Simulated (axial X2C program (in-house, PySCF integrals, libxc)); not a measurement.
Relativistic diatomic calculation for AuSe⁺

- system: AuSe⁺, single determinant with Ω = 0 (not the lowest found). The distance is the PBE0 minimum at charge 1.
- method: expectation values, HF and Kohn-Sham, two-component X2C with atomic mean-field Coulomb and Gaunt terms, Au dyall-cv3z, Se dyall-cv3z (cores contracted) (axial X2C program (in-house, PySCF integrals, libxc))

## Input
```
{"zs": [79, 34], "q": 1, "bas": ["dyall-cv3z", "dyall-cv3z"], "r0": 2.28, "levels": ["PBE0", "HF", "BP86", "BHandHLYP", "TPSSh"], "nst": 3}
```

The line is the task of a batch: nuclear charges, charge, bases, the levels to run, a first guess of the distance and further settings. This report covers the levels named above. The log is that of the reference distance.

Launched within a batch (the task file carries these settings):
```bash
python <driver script> task.json out
```

## Output
```
two-component X2C + atomic mean field  PBE0
basis functions 280  fitting functions 1441  grid points 5801
iter        total energy     max residual
   1     -21444.430810653     4.58e+01
   2     -21445.563759196     7.30e-01
   3     -21445.572175255     1.05e-01
   4     -21445.573315669     1.06e-01
   5     -21445.573494446     2.61e-02
   6     -21445.573707209     2.30e-02
   7     -21445.573727177     9.39e-03
   8     -21445.573730523     6.19e-04
   9     -21445.573730641     9.75e-04
  10     -21445.573730768     1.88e-05
  11     -21445.573730770     6.98e-05
  12     -21445.573730771     6.36e-06
converged
one-electron -30629.69852986  Coulomb 9042.08447207  exact exchange -112.61955214  xc functional -345.02467160  nuclear repulsion 618.25575839  atomic mean-field constant -18.57120764
```

## Expectation values by level of theory

| quantity | PBE0 | HF | BP86 | BHandHLYP | TPSSh |
| --- | --- | --- | --- | --- | --- |
| effective field for an electron dipole moment (GV/cm) | – | – | – | – | – |
| field gradient at the first nucleus (a.u.) | 1.55 | −3.74 | 3.65 | −0.191 | 2.34 |
| field gradient at the second nucleus (a.u.) | −1.67 | −4.55 | −0.245 | −2.85 | −0.992 |
| A∥/gI, first nucleus (MHz) | – | – | – | – | – |
| A∥/gI, second nucleus (MHz) | – | – | – | – | – |

Each column comes from one determinant, in a basis with contracted cores. A dash marks a value that vanishes by symmetry, wasn't computed or didn't converge. The levels disagree widely: the field gradient at the first nucleus runs from −3.74 to 3.65 a.u. and the field gradient at the second nucleus runs from −4.55 to −0.245 a.u. These values aren't reliable properties of the molecule.

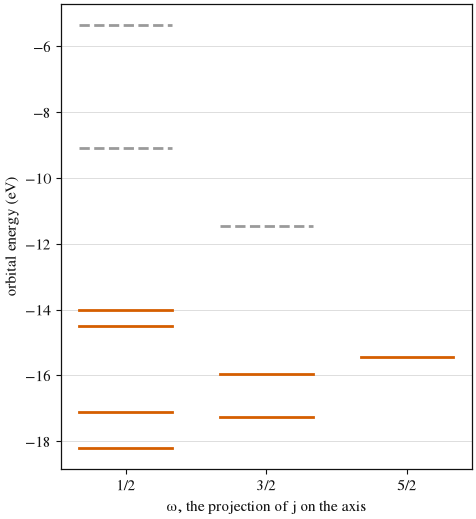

**Figure 1.** Orbital energies (PBE0) near the frontier at 2.30 Å, filled (solid) and empty (dashed); the Kramers partners at −ω are degenerate and not drawn. The highest filled spinor (1/2; 70 % Se p, 20 % Au d) lies at −14.01 eV, the lowest empty one (3/2; 76 % Se p, 15 % Au d) at −11.45 eV.

## Summary

```tsv
quantity	value
outcome	converged; the levels of theory disagree widely
hardware	1 thread of Arm Neoverse N1, 16 GiB of memory available, shared host
wall time	12 s
peak memory	0.64 GiB
```
